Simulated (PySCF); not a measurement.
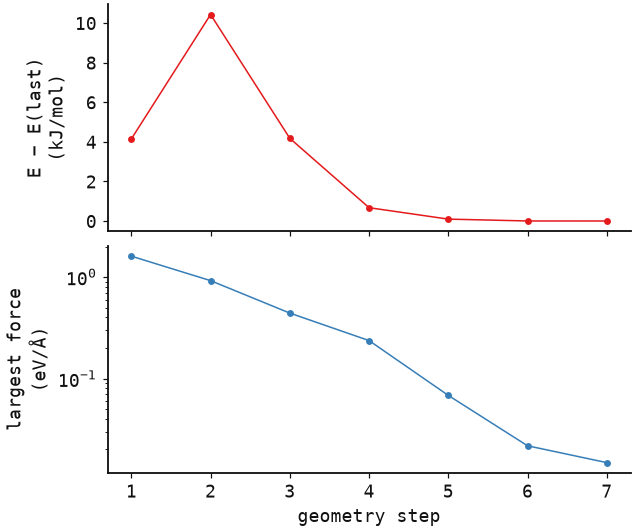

History of a geometry optimisation.

Silanethione (SMILES [SiH2]=S); PBE0-D3(BJ)/def2-SVP, geometry optimisation (PySCF).

Question: How did the optimisation end?

Answer: The optimisation met its thresholds at geometry 7, counting the start as the first. The energy fell by about 4.1 kJ/mol from the first step to the last, with a rise at step 2. The largest force goes from about 1.6 eV/Å at the start to 0.015 eV/Å at the end.

Question: By which step was nine tenths of the energy gained?

Answer: By step 5 of 7.
